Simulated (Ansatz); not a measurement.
# HfH+ (triplet): the correlation ladder, def2-TZVP

How much of the correlation energy of HfH+ (triplet) does each wave-function method recover here?

The runs use Ansatz 0.2.0, Gaussian basis; def2-TZVP, core rule «outside noble gas», up to 4 orbitals frozen.

The runs, in order: UHF; CCSD(T) on ROHF; CCSD(T) on UHF; CISD; CCSDT(Q) on ROHF; CCSDT(Q) on UHF; Full CI.

21 further runs of the same task are left out: 9 for a known fault of the program, 4 that didn't finish, 8 set aside as unsound or not needed.

### Step 1. The geometry

The geometry is a PBE0/def2-TZVP stationary point (not a proven minimum) of the parent state, kept for this charge and spin. No spin-orbit coupling is included. Elements past krypton take def2 core potentials.

2 atoms, charge 1, spin multiplicity 3.

Atoms are counted from 1 here; the program's logs count them from 0.

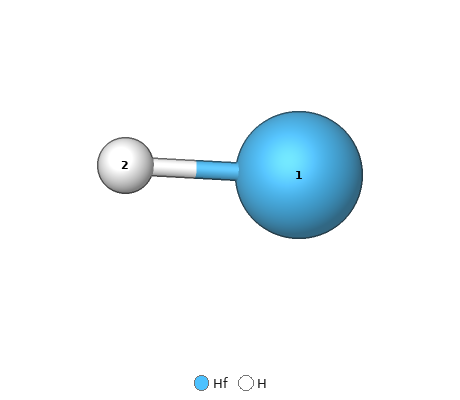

The geometry (hafnium blue, hydrogen white); atoms are numbered from 1 in the order of the file.

### Step 2. UHF

in.yaml

```yaml
crystal:
  periodic: [false, false, false]
  atoms:
    - {symbol: Hf, position_ang: [0.000000, 0.000000, 0.000000]}
    - {symbol: H, position_ang: [0.000000, 0.000000, 1.864769]}
basis:
  gaussian: {orbitals: def2-TZVP}
total_charge: 1
magnetization: {spin_polarized: true, initial_magnetization: 2}
hamiltonian: {xc: hf}
output: {orbitals: {seedname: orbitals}}
```

On the command line:

```sh
ansatz run in.yaml --threads 1 --pin off --events-out ev --progress --plain --max-ram 2393MiB
```

Further steps of the session: CCSD(T) on ROHF; CCSD(T) on UHF; CISD; CCSDT(Q) on ROHF; CCSDT(Q) on UHF; Full CI.

Before running them: what should the planned runs give, taken together? Wanted: FCI below the RHF energy; RMP2 from FCI; UMP2 from FCI; RCCSD from FCI; RCCSD(T) from FCI; UCCSD(T) from FCI; RCCSDT(Q) from FCI; UCCSDT(Q) from FCI; T1 diagnostic.

As calculated:

| quantity | value |
| --- | --- |
| FCI below the RHF energy | -1.3386 eV |
| RMP2 from FCI | +345.4 meV |
| UMP2 from FCI | +273.1 meV |
| RCCSD from FCI | +31.7 meV |
| RCCSD(T) from FCI | +8.5 meV |
| UCCSD(T) from FCI | -62.6 meV |
| RCCSDT(Q) from FCI | -0.7 meV |
| UCCSDT(Q) from FCI | -72.0 meV |
| levels within 1 kcal/mol (43 meV) | CISD, RCCSD, UCCSD, RCCSD(T), RCCSDT, RCCSDT(Q) |
| T1 diagnostic | 0.022 |
| effectively unpaired electrons | 2.02 |

In words: RCCSD(T) lands +8.5 meV from the yardstick (0.6 % of the correlation energy). CCSD(T) misses by +8.5 meV on the restricted determinant and by -62.6 meV on the unrestricted one; the two need not hold the same state or core. UCCSD, UCCSD(T), UCCSDT, UCCSDT(Q) fall below full CI: unrestricted runs freeze a spin-polarised core, another one than full CI's, and coupled cluster isn't variational. One determinant dominates. These misses are within one basis, not against nature; the frozen cores of restricted and unrestricted runs differ, which can shift their rows.
